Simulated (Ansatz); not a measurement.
# C₄H₁₁Ga···HF: what the fields show

```xyz
18

Ga   -0.0226    0.1608    0.1508
C     0.0953    0.1546    2.1393
H    -0.8161   -0.3506    2.5398
H     0.9766   -0.4369    2.4740
C     0.1957    1.5601    2.7607
H     0.2482    1.5418    3.8710
H     1.1012    2.0950    2.4054
H    -0.6811    2.1858    2.4923
C     1.6613    0.1100   -0.9157
H     1.7938   -0.9684   -1.1627
H     1.4929    0.6150   -1.8909
C     2.9115    0.6462   -0.2095
H     3.8434    0.4878   -0.7954
H     2.8330    1.7373   -0.0233
H     3.0689    0.1658    0.7794
H    -1.4505    0.3498   -0.5308
F    -0.3240   -2.5958    0.9737
H    -0.2665   -2.0943    1.7583
```

Theory: RKS PBE/def2-SVP in Ansatz.

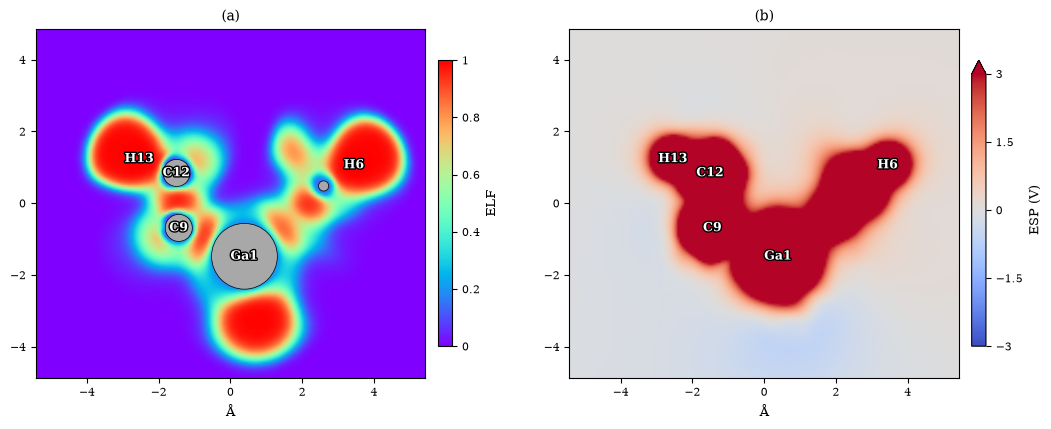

Figure 1. (a) electron localisation function; (b) molecular electrostatic potential on the plane of atoms Ga1, C9 and C12. Grey discs cover the atomic cores in the ELF map.

> Read the bonding off the picture.

The section cuts through Ga, H and C sites. C–C (1.53 Å): the ELF peaks at about 0.95 between the atoms: localised, covalent bonding. C–Ga (1.99 Å): the ELF peaks at about 0.90 in the valence shell of C, 0.7 Å from its nucleus, and is about 0.60 at the midpoint. C–H (1.11 Å): the ELF climbs to about 1 towards the hydrogen, as it does in any bond to H; a covalent bond by its length. Outside the dense part of the complex the potential is most negative (−0.6 V) near H16, which lies off the plane.

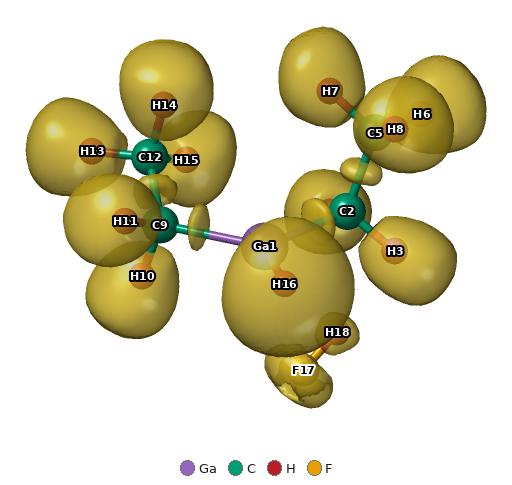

Figure 2. Isosurface of the ELF at 0.85 (yellow), seen across its widest extent. Only the valence region is drawn (cores and ρ < 0.01 e/Å³ removed).

> Where are the electrons localised?

The surface consists of two regions between bonded C–C atoms (shared pairs), twelve regions around hydrogen nuclei, two lobes of the valence shell of C pointing towards Ga (polar bonds) and one region wrapped around F (its valence shell). Profiles from the grid: Ga1···F17 (2.89 Å): the ELF dips to about 0.05 between them.

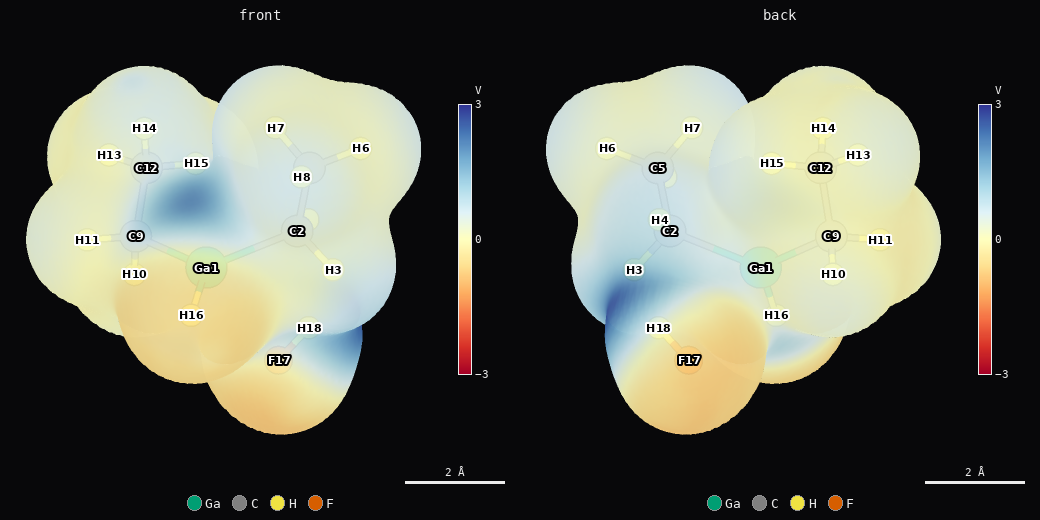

Figure 3. The electrostatic potential painted on the density surface at 0.002 e/bohr³, seen from the front and from behind; red is negative and blue positive.

> Describe the electrostatic potential map.

The most negative region (about −0.8 V) lies over F17, the most positive (about +2.5 V) over H18.

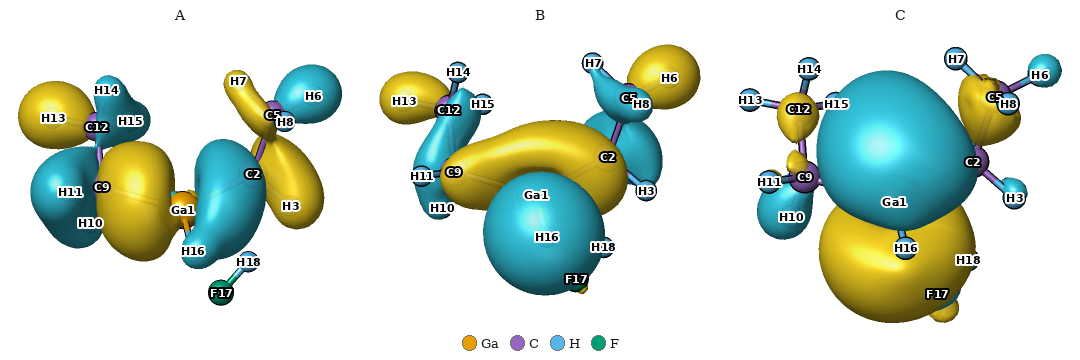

Figure 4. Three frontier orbitals at ±0.08 Å⁻³ᐟ² (yellow and cyan are the two phases), in no order.

> Order the three orbitals by energy and name them.

B is the HOMO−1 (−6.35 eV). Its weight (Hirshfeld) is mainly on H16 (about 30 %), Ga1 (about 30 %), C2 (about 20 %) and C9 (about 5 %). A is the HOMO (−5.86 eV). Its weight (Hirshfeld) is mainly on C9 (about 30 %), Ga1 (about 20 %) and C2 (about 15 %). C is the LUMO (−1.52 eV). Its weight (Hirshfeld) is mainly on Ga1 (about 60 %).

> What is the HOMO–LUMO gap?

4.34 eV between the orbital energies.
